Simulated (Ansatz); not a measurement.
Geometry optimisation.

Program: Ansatz.

```
crystal:
  lattice:
    - [4.8909135759, 0.0, 0.0]
    - [0.0, 4.8909135759, 0.0]
    - [0.0, 0.0, 4.8909135759]
  atoms:
    - { symbol: Ga, position: [0.0, 0.0, 0.0] }
    - { symbol: Ga, position: [0.5, 0.5, 0.0] }
    - { symbol: Ga, position: [0.5, 0.0, 0.5] }
    - { symbol: Ga, position: [0.0, 0.5, 0.5] }
    - { symbol: S, position: [0.5, 0.5, 0.5] }
basis:
  ecutwfc: 420
kpoints:
  mp_grid: { grid: [8, 8, 8] }
hamiltonian:
  xc: pbe
scf:
  occupations: { method: gaussian, width: 0.1 }
output:
  forces: true
  stress: true
  eigenvalues: true
relax:
  adjacent_minimum: "off"
  f_tol: 0.01
  max_steps: 80
  cell: { stress_tol: 0.05 }
```

Launched with:
```bash
ansatz run input.yaml --threads 1 --pin off --max-ram 2048MiB --backend cpu --events-out ev --progress --plain --runs-dir out
```

How does the optimisation go?

The optimisation met its thresholds at geometry 4, counting the start as the first. The energy fell by about 6.9 meV/atom from the first step to the last. All forces vanish by symmetry, so only the cell moves. The volume grows from 23.4 to 24.9 Å³ per atom (+6 %).

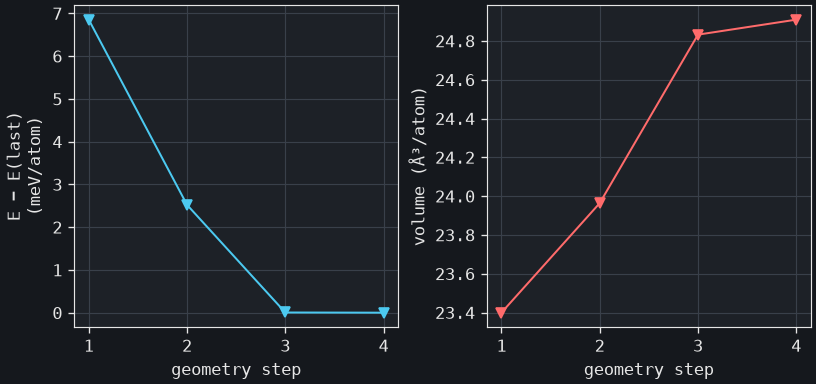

History of the run, step by step. Atoms and cell relax. A closing SCF on a freshly chosen basis isn't drawn.
